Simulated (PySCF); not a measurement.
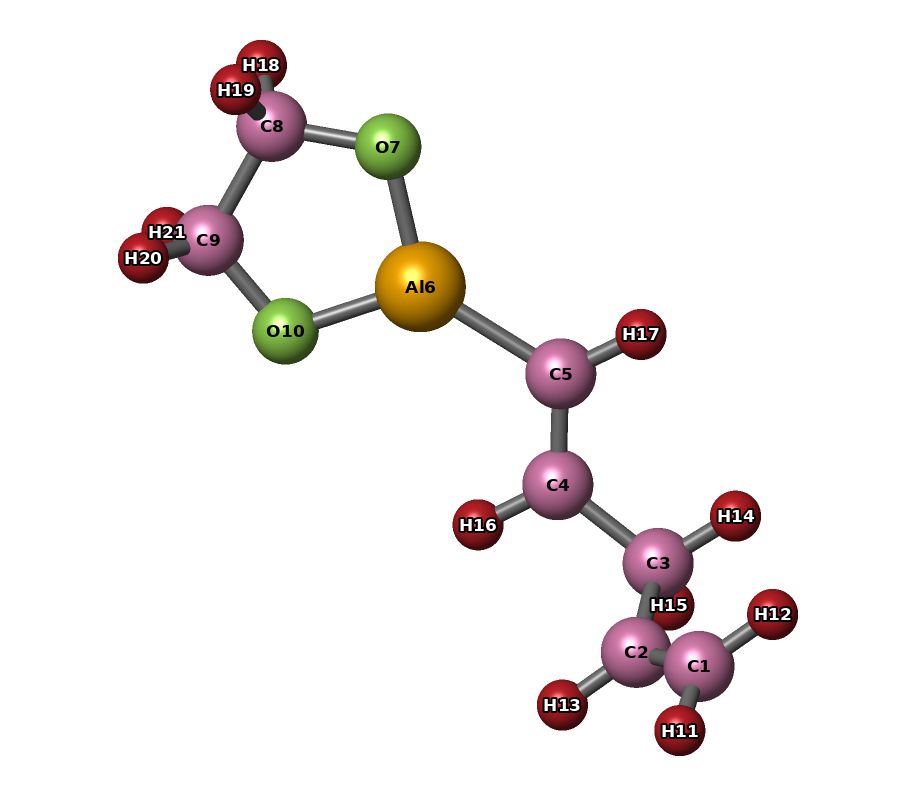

Every bond is drawn as one stick. The computed structure is the end point of a GFN2-xTB optimisation. No frequency run is at hand to confirm it as a minimum. Method: PBE0/pcSseg-1 (PySCF 2.14.0).

List the Mayer bond orders of C1–C2, C2–C3, C3–C4, C4–C5, C5–Al6, Al6–O7, Al6–O10, O7–C8, C8–C9, C9–O10 (bonds between heavy atoms, one of each equivalent set).

```
   bond  Mayer order  length (Å)
  C1–C2         2.00       1.319
  C2–C3         1.01       1.500
  C3–C4         1.01       1.501
  C4–C5         1.86       1.331
 C5–Al6         0.92       1.945
 Al6–O7         0.91       1.705
Al6–O10         0.90       1.708
  O7–C8         0.91       1.402
  C8–C9         1.00       1.573
 C9–O10         0.91       1.403
```

The geometry is semi-empirical. Around Al such bond lengths and angles can be off by a tenth of an ångström or more and by several degrees, and values that hang on the shape move with them.
